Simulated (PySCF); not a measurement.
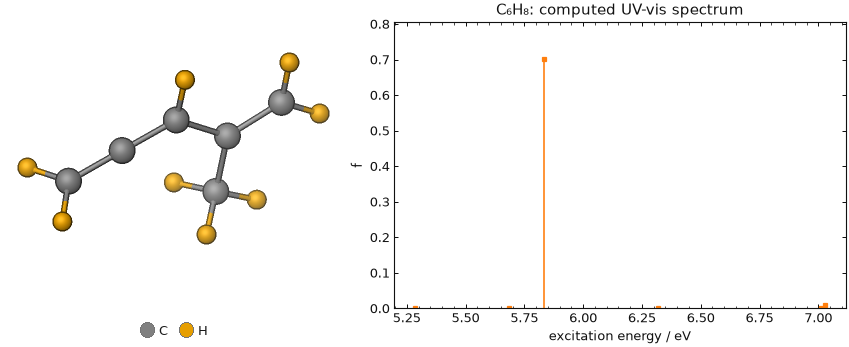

Computed absorption of C₆H₈ (4-methyl-1,2,4-pentatriene), SMILES C=C=CC(=C)C. Vertical TDDFT excitations, PBE0/def2-SVPD, PySCF, at a GFN2-xTB geometry (no frequency check), gas phase. Only the first 6 singlet excitations are included.

Which of the computed transitions is the brightest, and what character does the calculation give it?

Answer. S3 at 5.83 eV (212 nm), f = 0.700, mainly HOMO → LUMO (96 %).

List the transitions behind the spectrum.

Answer.
```csv
state,E (eV),λ (nm),f,main character
S1,5.28,235,0.000,HOMO → LUMO+1 (90 %)
S2,5.68,218,0.000,HOMO−1 → LUMO (91 %)
S3,5.83,212,0.700,HOMO → LUMO (96 %)
S4,6.32,196,0.000,HOMO → LUMO+2 (97 %)
S5,7.01,177,0.001,HOMO−2 → LUMO (56 %)
S6,7.03,176,0.008,HOMO → LUMO+3 (95 %)
```

Note: states above the negative HOMO energy depend on the basis; the tight-binding geometry is rougher than a DFT one and adds to the error; one conformer of a flexible molecule; core orbitals are frozen in the response.
